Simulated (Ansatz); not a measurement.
# Lattice dynamics of NaSrH3 (model cell, started as cubic perovskite with Sr in the octahedra), part 3 of 3

Aim: the vibrations of NaSrH3 (model cell, started as cubic perovskite with Sr in the octahedra), their spectra, and whether the structure is stable.

Ansatz 0.2.0; DFT PBEsol, scalar-relativistic, plane waves, PAW; PAW set soft_1.

So far. Step 4 (Relaxing to small forces for the phonons): The forces vanish by symmetry and the pressure is -0.006 GPa, within the tolerances set. The cell now holds 20.01 Å³/atom. Step 5 (Zone-centre response): Before it was imposed, the acoustic sum rule was missed by 1.6e-4 eV/Å² and the charge sum rule by 0.0018 e. Small misses are needed for a sound result but don't prove that mesh and cutoff are converged. The relaxed cell has a = 4.642 Å (conventional setting).

The structure was built from a prototype and need not be the compound's stable phase.

## (6) Response at finite wavevector (continued)

Frequencies (cm⁻¹) solved at each irreducible wavevector; negative means imaginary. Frequencies by wavevector, by row:

| q in reciprocal lattice units | star | mode 1 | mode 2 | mode 3 | mode 4 | mode 13 | mode 14 | mode 15 |
| --- | --- | --- | --- | --- | --- | --- | --- | --- |
| 0 0 0 | 1 | -346.4 | -346.4 | -346.4 | -277.5 | 1233 | 1233 | 1233 |
| 0 0 0.25 | 6 | -320.9 | -320.9 | -276.9 | -251.2 | 1232 | 1232 | 1309 |
| 0 0 -0.5 | 3 | -312.5 | -312.5 | -208.2 | -208.2 | 1232 | 1232 | 1323 |
| 0 0.25 0.25 | 12 | -401.5 | -267.3 | -239.1 | -234.1 | 1232 | 1246 | 1317 |
| 0 0.25 -0.5 | 12 | -422.4 | -244.2 | -232.3 | -191.6 | 1232 | 1249 | 1329 |
| 0 -0.5 -0.5 | 3 | -487.3 | -204 | -204 | -159 | 1231 | 1259 | 1339 |
| 0.25 0.25 0.25 | 8 | -423 | -381.7 | -381.7 | -134 | 1245 | 1245 | 1324 |
| 0.25 0.25 -0.5 | 12 | -440.4 | -398.4 | -398.3 | -140.9 | 1244 | 1251 | 1335 |
| 0.25 -0.5 -0.5 | 6 | -490.4 | -423 | -423 | -132.6 | 1247 | 1259 | 1345 |
| -0.5 -0.5 -0.5 | 1 | -493.6 | -493.6 | -493.6 | -129.4 | 1258 | 1258 | 1354 |

Interpolated from a 4×4×4 q mesh, with the LO-TO term (at Γ the limit along the path; where Γ stands inside the path, tables give the limit on arrival). The phonon branches at the labelled points (cm⁻¹):

```csv
point,branch 1,branch 2,branch 3,branch 4,branch 12,branch 13,branch 14,branch 15
Γ,-346,-346,-346,-278,455,1233,1233,1296
X,-312,-312,-208,-208,491,1232,1232,1323
M,-487,-204,-204,-159,526,1231,1259,1339
Γ,-346,-346,-346,-278,455,1233,1233,1296
R,-494,-494,-494,-129,515,1258,1258,1354
X,-312,-312,-208,-208,491,1232,1232,1323
jump to R,-494,-494,-494,-129,515,1258,1258,1354
M,-487,-204,-204,-159,526,1231,1259,1339
```

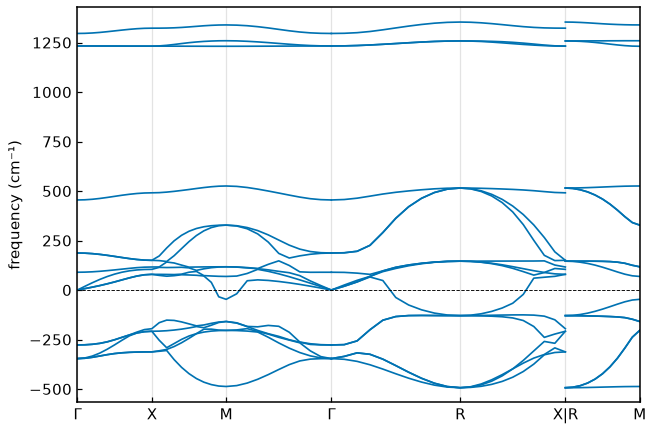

Phonon branches along the path.

The phonon density of states has structure finer than the step of the table below, so its rows give means over 100 cm⁻¹, whole bins alone (the curve runs from -490 to 1350 cm⁻¹). Peaks (cm⁻¹: height): -310.0: 0.0184, -130.0: 0.0353, 90.0: 0.0392, 130.0: 0.0410, 510.0: 0.0270, 1250.0: 0.0533, 1330.0: 0.0308.

Tetrahedra on a 16×16×16 mesh, mean over bins of 20 cm-1. Interpolated from a 4×4×4 q mesh. Table of phonon density of states by wavenumber; means over each step:

```csv
wavenumber (cm⁻¹),phonon density of states (1/cm⁻¹/cell)
-400,0.0109
-300,0.0144
-200,0.0115
-100,0.0117
0,0.00506
100,0.0310
200,0.00760
300,0.00694
400,0.00521
500,0.0118
600,0
700,0
800,0
900,0
1000,0
1100,0
1200,0.0147
1300,0.0147
```

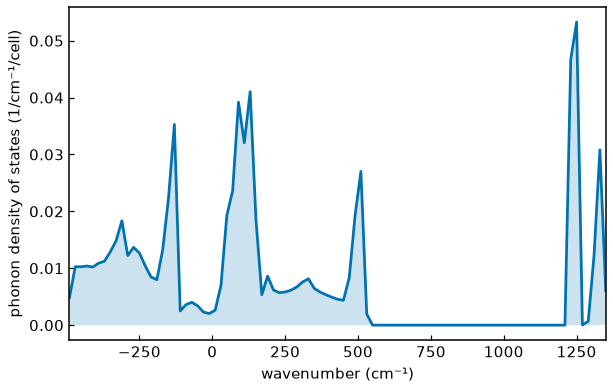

Phonon density of states, plotted against wavenumber.

The partial phonon density of states has structure finer than the step of the table below, so its rows give means over 100 cm⁻¹, whole bins alone (the curve runs from -502 to 1403 cm⁻¹). Peaks (cm⁻¹: height): H -345.8: 0.0151, 504.8: 0.0213, 1247.5: 0.0459, 1331.4: 0.0217; Na -130.2: 0.0232, 85.5: 0.00683; Sr 121.4: 0.0294.

Phonopy on the run's constants, 13x13x13 mesh, Gaussian sigma 13.6 cm-1. Interpolated from a 4×4×4 q mesh. Table of partial phonon density of states by wavenumber; means over each step; values in 1/cm⁻¹/cell:

| wavenumber (cm⁻¹) | H | Na | Sr |
| --- | --- | --- | --- |
| -400 | 0.0108 | 9.8e-5 | 2.5e-5 |
| -300 | 0.0130 | 0.00112 | 1.3e-4 |
| -200 | 0.00595 | 0.00566 | 1.0e-4 |
| -100 | 0.00145 | 0.00995 | 6.8e-5 |
| 0 | 1.7e-4 | 0.00265 | 0.00219 |
| 100 | 0.00134 | 0.00520 | 0.0239 |
| 200 | 0.00244 | 0.00285 | 0.00277 |
| 300 | 0.00479 | 0.00162 | 3.9e-4 |
| 400 | 0.00465 | 6.0e-4 | 8.5e-5 |
| 500 | 0.0113 | 2.4e-4 | 1.6e-4 |
| 600 | 5.0e-5 | 4.0e-7 | 1.4e-7 |
| 700 | 0 | 0 | 0 |
| 800 | 0 | 0 | 0 |
| 900 | 0 | 0 | 0 |
| 1000 | 0 | 0 | 0 |
| 1100 | 0 | 0 | 0 |
| 1200 | 0.0132 | 0 | 8.6e-5 |
| 1300 | 0.0155 | 1.2e-6 | 5.3e-5 |

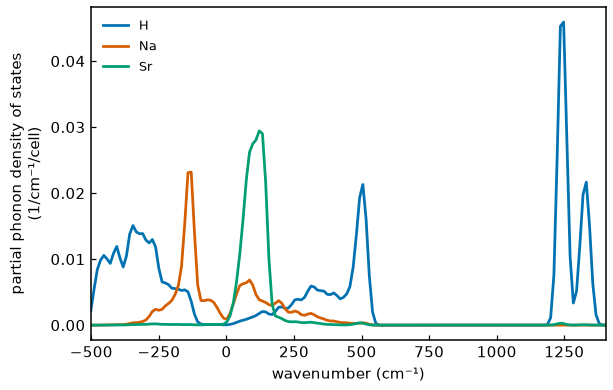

Partial phonon density of states against wavenumber.

Symmetry leaves 10 wavevectors to solve. The lowest mode among them, the acoustic zeros apart, lies at q = (-0.5, -0.5, -0.5) and is imaginary, 493.6i cm⁻¹, so the energy falls along it.

## (7) Summary of results

| Quantity | Value |
| --- | --- |
| space group after relaxation (within 0.01 Å) | Pm-3m |
| volume per atom | 20.0 Å³ |
| gap on the k-mesh | 1.81 eV |
| highest optical mode at the zone centre (no LO-TO term) | 1233 cm⁻¹ |
| top of the zone-centre spectrum with the field | 1296 cm⁻¹ |
| lowest optical zone-centre mode | -346 cm⁻¹ |
| mean high-frequency dielectric constant | 3.56 |
| largest Born charge (third of the trace) | 1.64 e |
| lowest mode on the q mesh (acoustic modes at Γ apart) | -494 cm⁻¹ |
| highest frequency on the path or at a solved wavevector | 1354 cm⁻¹ |
| imaginary modes on the 4×4×4 q mesh | yes |

In words: Modes are clearly imaginary (beyond 10i cm⁻¹) at 10 of the 10 irreducible wavevectors, most at q = (-0.5, -0.5, -0.5) (493.6i cm⁻¹), so this structure is not a minimum of the energy. Without the field, the optical modes at Γ span -346 to 1233 cm⁻¹ (negative means imaginary). The highest mode in this list at Γ, 1232.8 cm⁻¹, is mostly motion of H (99 % of the kinetic energy). With the macroscopic field of the longitudinal modes the top of the zone-centre spectrum lies at 1296 cm⁻¹, against 1233 cm⁻¹ without it. Among the real modes, the strongest infrared line is at 1233 cm⁻¹. The PAW files were made for PBE and serve the other functionals too. The starting cell was built on a prototype and not taken from a measurement, so the phase need not exist. These are harmonic frequencies at zero temperature: anharmonic shifts, linewidths and thermal expansion are left out.

[Logs are printed without paths, hosts, clocks, repeated set-up lines and the standing remarks that a program may print on its own settings, such as how far it seeks lower states.]

[Hosts, paths, dates, database ids (printed as entryN), source tags and the programs' standing remarks are cut or masked in the printed files.]
